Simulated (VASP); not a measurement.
Band structure of BN (zinc blende). Level of theory: rev-vdW-DF2, VASP's PBE PAW potentials (set 64) (plane waves; VASP).

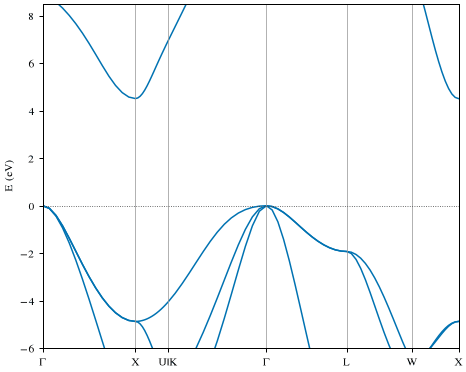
*Bands along high-symmetry lines, zero at the valence-band maximum or, without a gap, the Fermi level*

Task: Read the plot: is there a gap, and where are the band edges?

Result: The gap is indirect, 4.51 eV, from the valence maximum at Γ to the conduction minimum at X. (Edges off the drawn lines would not show.)

Measured: gap 6.20 eV at 300 K (computed value off by -1.69 eV), as given by arXiv:1206.3780.

The compound is BN in the zinc blende structure. It was relaxed first.
